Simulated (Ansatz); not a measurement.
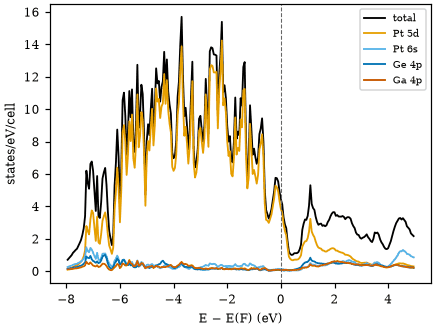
Fig. 1. Total and projected density of states of GaGePt$_{6}$ in space group I-42m (No. 121; Ga on 2a, Ge on 2b, Pt on 8i, Pt on 4c), r²SCAN in the plane-wave PAW code Ansatz

Question: Which orbitals carry the states next to the Fermi level?

Answer: Within 0.5 eV of the Fermi level: Pt 5d 88 %. Projections are on Löwdin-orthogonalised atomic valence shells; empty p or d shells of many metals are not among them.

Question: Where is the tallest occupied peak in this window, and what makes it?

Answer: Near -3.7 eV, about 16 states/eV per cell; the largest projected share is Pt 5d.

The first step of the workflow began from a Materials Project structure, measured or hypothetical; the Crystallography Open Database copy checked does not list it. Whether it is the stable phase at ambient conditions was not checked. The r²SCAN relaxation kept the symmetry of its start; its stability against distortions is not shown here. The run is not spin-polarised. Scalar-relativistic: spin–orbit coupling is off unless named, which matters more the heavier the elements.

Potentials: the later of the program's two PAW sets.
